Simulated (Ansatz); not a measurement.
## Electronic structure of H4OSn···H2S in real space

Input file:

```
crystal:
  periodic: [false, false, false]
  atoms:
    - {symbol: Sn, position_ang: [-0.468025, 0.700733, -1.067524]}
    - {symbol: O, position_ang: [0.528385, 0.993595, 0.622984]}
    - {symbol: H, position_ang: [0.432187, -0.470755, -1.902103]}
    - {symbol: H, position_ang: [-0.477307, 2.213231, -1.867493]}
    - {symbol: H, position_ang: [-2.045332, 0.199196, -0.668620]}
    - {symbol: H, position_ang: [0.366182, -0.857667, 1.537525]}
    - {symbol: S, position_ang: [-0.011374, -2.151008, 1.439104]}
    - {symbol: H, position_ang: [0.487360, 1.899850, 0.935252]}
    - {symbol: H, position_ang: [1.187923, -2.527075, 0.970774]}
basis:
  gaussian: {orbitals: def2-TZVPP}
hamiltonian: {xc: pbe0, dispersion: d4}
output: {orbitals: {seedname: orbitals}}
```

Command:

```sh
ansatz run in.yaml --threads 4 --pin off --events-out ev --progress --plain --max-ram 9574MiB
```

The reactant side of a reaction path; geometry: PBE0-D4/def2-TZVP; a saddle point, not a minimum; core potentials replace the inner electrons of Sn.

The calculation used Ansatz, RKS PBE0-D4/def2-TZVPP.

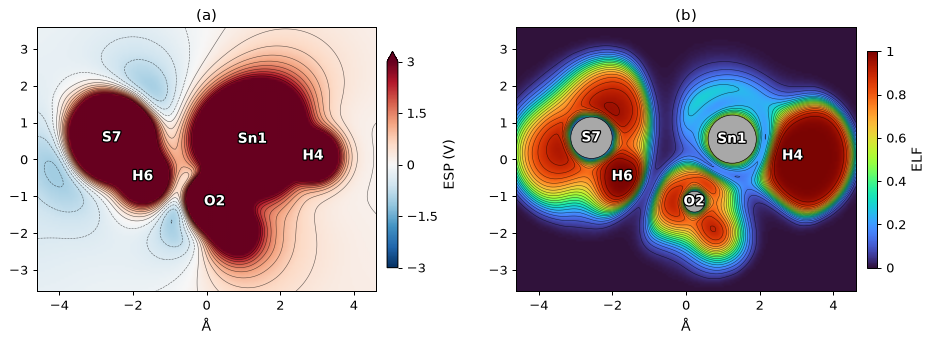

Figure 1. (a) molecular electrostatic potential; (b) ELF on the plane of atoms O2, Sn1 and H4. Grey discs cover the atomic cores in the ELF map.

> Interpret the plot.

The section cuts through Sn, O, H and S sites.
O2···H6 (2.07 Å): the ELF dips to about 0.05 between them.
Sn–O (1.98 Å): the ELF peaks at about 0.85 in the valence shell of O, 0.6 Å from its nucleus, and drops to about 0.15 between the two atoms.
S–H (1.35 Å): the ELF climbs to about 1 towards the hydrogen, as it does in any bond to H.
Sn–H (1.71 Å): the ELF climbs to about 1 towards the hydrogen.
The ELF also peaks beside S7, away from the bonds: lone-pair regions.
Outside the dense part of the complex the potential is most negative (−1.1 V) near S7.

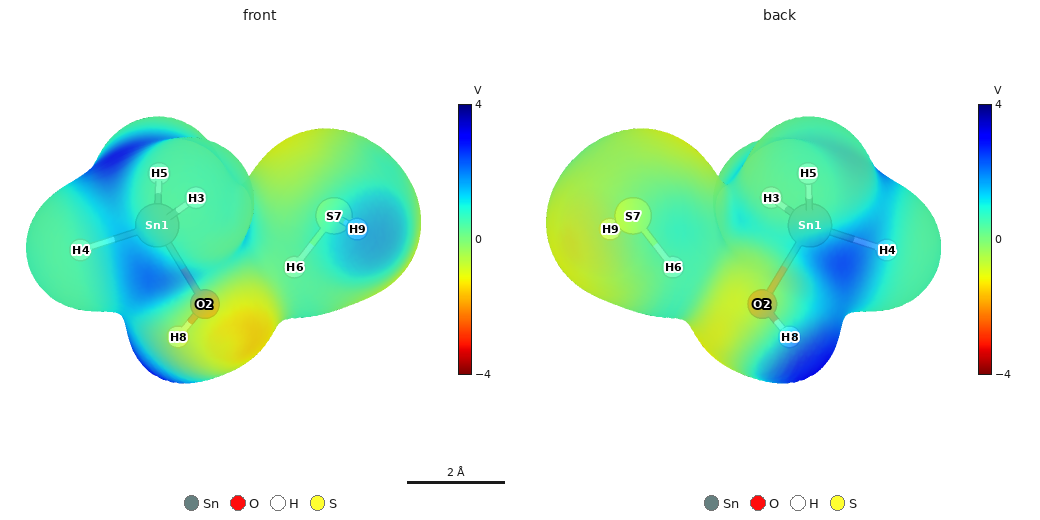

Figure 2. The molecular electrostatic potential painted on the density surface at 0.004 e/bohr³, seen from the front and from behind; red is negative and blue positive.

> Where is the surface potential most negative and most positive?

The most negative region (about −1.4 V) lies over O2, the most positive (about +3.1 V) over Sn1 and H8. O2 is the likeliest acceptor of a hydrogen bond.

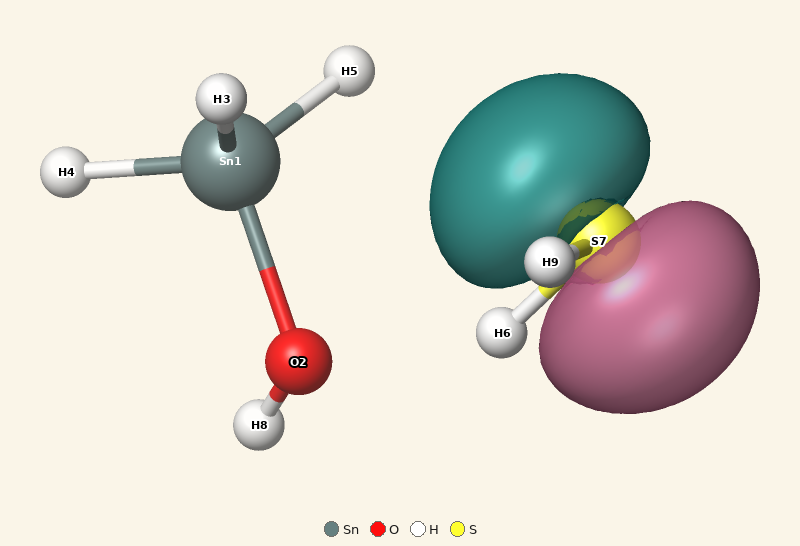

Figure 3. The HOMO at ±0.15 Å⁻³ᐟ² (teal and pink are the two phases), seen at a tilt.

> What is the character of this orbital?

By Hirshfeld shares it lies mainly on S7 (about 90 %); largely a lone pair of S7. Its energy is −7.18 eV.
